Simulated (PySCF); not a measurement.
# Running PySCF on BSb⁺ (quartet)

Wanted: energy and properties of BSb⁺ (quartet) from PySCF.

The runs use PySCF 2.14.0; method and basis as typed in the script.

6 further runs of the same task are left out: 1 for a known fault of the program, 5 that didn't finish.

### 1 Starting geometry

BSb⁺ (quartet): 2 atoms, charge 1, spin multiplicity 4.

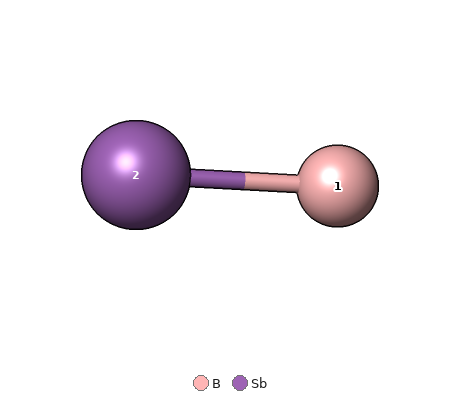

Start geometry, drawn with boron pink, antimony purple; atoms are numbered from 1 in the order of the file.

### 2 The script

input.py reads:

```python
from pyscf import gto, dft

mol = gto.M(
    atom='B 0 0 0; Sb 0 0 2.166',
    basis='sbkjc',
    ecp={'B': 'sbkjc', 'Sb': 'sbkjc'},
    charge=1,
    spin=3,
    symmetry=True,
    verbose=4,
)
mf = dft.UKS(mol, xc='m11')
mf.kernel()
mf.dip_moment()
print('orbital energies (hartree):', [e[max(0, n-3):n+3].round(4) for e, n in zip(mf.mo_energy, mol.nelec)])
```

Command:

```
$ OMP_NUM_THREADS=1 python input.py
```

Standard output:

```text
PySCF version 2.14.0

[INPUT] verbose = 4
[INPUT] num. atoms = 2
[INPUT] num. electrons = 7
[INPUT] charge = 1
[INPUT] spin (= nelec alpha-beta = 2S) = 3
[INPUT] symmetry True subgroup None
[INPUT] Mole.unit = angstrom
[INPUT] Symbol           X                Y                Z      unit          X                Y                Z       unit  Magmom
[INPUT]  1 B      0.000000000000   0.000000000000   0.000000000000 AA    0.000000000000   0.000000000000   0.000000000000 Bohr   0.0
[INPUT]  2 Sb     0.000000000000   0.000000000000   2.166000000000 AA    0.000000000000   0.000000000000   4.093146785808 Bohr   0.0

nuclear repulsion = 3.66466212548476
point group symmetry = Coov
symmetry origin: [0.         0.         3.72768725]
symmetry axis x: [1. 0. 0.]
symmetry axis y: [0. 1. 0.]
symmetry axis z: [0. 0. 1.]
num. orbitals of irrep A1 = 8
num. orbitals of irrep E1x = 4
num. orbitals of irrep E1y = 4
number of shells = 8
number of NR pGTOs = 36
number of NR cGTOs = 16
basis = sbkjc
ecp = {'B': 'sbkjc', 'Sb': 'sbkjc'}

******** <class 'pyscf.dft.uks_symm.SymAdaptedUKS'> ********
method = SymAdaptedUKS
initial guess = minao
damping factor = 0
level_shift factor = 0
DIIS = <class 'pyscf.scf.diis.CDIIS'>
diis_start_cycle = 1
diis_space = 8
diis_damp = 0
SCF conv_tol = 1e-09
SCF conv_tol_grad = None
SCF max_cycles = 50
direct_scf = True
direct_scf_tol = 1e-13
number electrons alpha = 5  beta = 2
XC library pyscf.dft.libxc version 7.0.0
    S. Lehtola, C. Steigemann, M. J.T. Oliveira, and M. A.L. Marques.,  SoftwareX 7, 1–5 (2018)
XC functionals = m11
KeyError: "LibXCFunctional: name 'M11' not found."
```

Wall time 0.69 s (1 thread of Arm Neoverse V1, shared host).

### 3 Reading the log

The run stopped before any cycle. The functional string m11 can't be parsed.

### 4 The mended script

input.py: that of step 2 with these lines changed.

```diff
@@ -11,3 +11,3 @@
 )
-mf = dft.UKS(mol, xc='m11')
+mf = dft.UKS(mol, xc='tpss')
 mf.kernel()
```

Command:

```
$ OMP_NUM_THREADS=1 python input.py
```

The end of its log:

```text
[... earlier lines left out ...]
Extra cycle  E= -7.80105265453783  delta_E= -3.77e-13  |g|= 6.3e-07  |ddm|= 4.32e-06
converged SCF energy = -7.80105265453783  <S^2> = 3.7536824  2S+1 = 4.0018408

WARN: System has nonzero charge 1; the dipole moment is origin-dependent.
Location of origin: [0. 0. 0.]

Dipole moment(X, Y, Z, Debye):  0.00000,  0.00000,  7.01341
orbital energies (hartree): [array([-0.4766, -0.4766, -0.4751, -0.3546, -0.3546, -0.2075]), array([-0.7625, -0.564 , -0.3906, -0.3906, -0.3597])]
```

Wall time 1.8 s (1 thread of Arm Neoverse V1, shared host).

### 5 What came out

```
  quantity                                                           value
 first try  stops with KeyError ("LibXCFunctional: name 'M11' not found.")
      edit                                          functional: m11 → tpss
second try                   E(SCF) = -7.801053 Eh, 9 cycles, ⟨S²⟩ = 3.754
```

In words: With that edit the run ends normally. It answers a changed question, though, since the edit touches what is computed and not only the solver. The bond length is a typed value, not an optimised one. The dipole of an ion depends on the origin. The quartet is typed in the script; nothing here shows that it is the ground state.
